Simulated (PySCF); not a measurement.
**HBr (charge −1, doublet): density, localisation and related maps**

| atom | x (Å) | y (Å) | z (Å) |
| --- | --- | --- | --- |
| H | 0.0000 | 0.0000 | -2.0587 |
| Br | 0.0000 | 0.0000 | 0.0263 |

The calculation used PBE0/aug-cc-pVDZ(-PP), non-relativistic Hamiltonian with scalar-relativistic core potentials where named, at a bond length of 2.085 Å (PySCF 2.14.0).

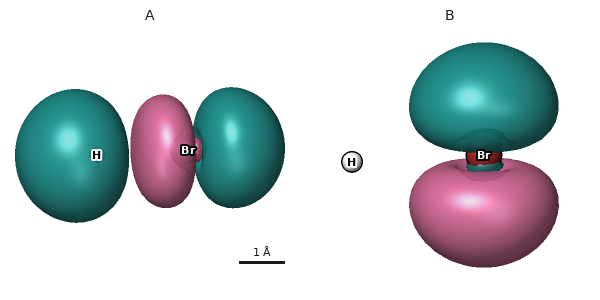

Figure 1. Two frontier α-spin orbitals, each drawn at the value that holds 80 % of its norm (teal and pink are the two phases), in no order; of a degenerate pair one member is drawn.

Question: Name the orbitals and rank them from lowest to highest energy.

Answer: Orbital B: π, occupied in this spin, −1.84 eV; almost wholly on Br.
Orbital A: σ, occupied in this spin, 0.25 eV; shared between the atoms (H 50 %, Br 50 %).

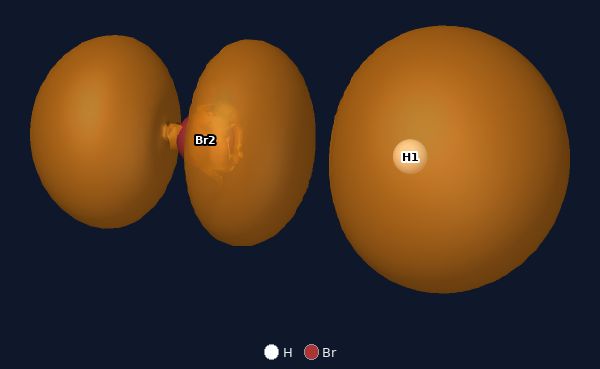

Figure 2. Isosurface of the spin density at +0.015 e/Å³ (orange), seen from one side.

Question: Which atoms carry the spin?

Answer: The unpaired spin (1 electron) lies mostly on H1 (about 0.7) and Br2 (about 0.3), in electrons by Hirshfeld's partition.

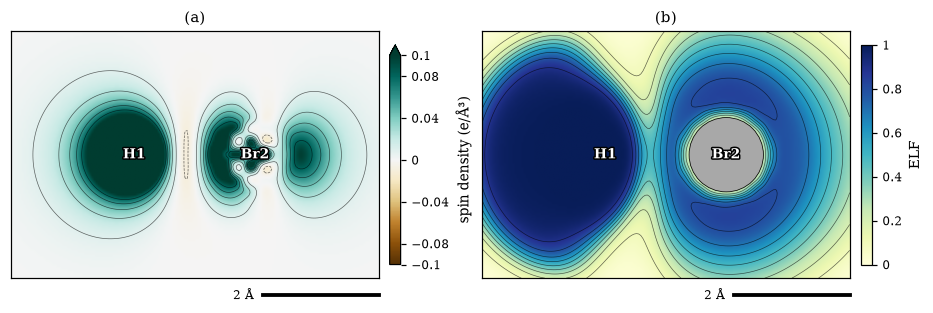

Figure 3. (a) spin density (α minus β); (b) ELF on a plane that holds the molecular axis. Grey discs cover the atomic cores in the ELF map.

Question: Describe what can be read from this map.

Answer: The plane passes through H and Br nuclei. Br–H (2.08 Å): the ELF climbs to about 1 towards the hydrogen, as it does in any bond to H.
